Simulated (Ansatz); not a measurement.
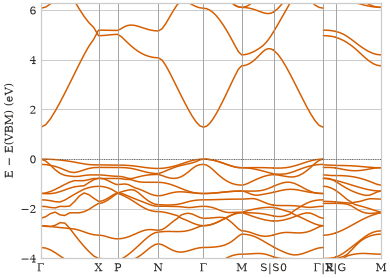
Figure: Band structure from r²SCAN in the plane-wave PAW code Ansatz

Task: Read off the gap and where the band edges lie.

Result: About 1.3 eV (1.28 eV by a search for the band edges); maximum at Γ, minimum at Γ.

The material is ZnIn$_{2}$O$_{4}$ in space group I-4 (No. 82; In on 2b, In on 2d, Zn on 2a, O on 8g).

A made-up cell: these elements were put on the sites of a structure type; neither database checked (COD, Materials Project) lists it. Whether it is the stable phase at ambient conditions was not checked. The cell was relaxed with r²SCAN under the symmetry of its start; whether a distortion lowers the energy is not shown. Spin–orbit coupling is left out wherever it is not named.

Potentials: the earlier of the program's two PAW sets.
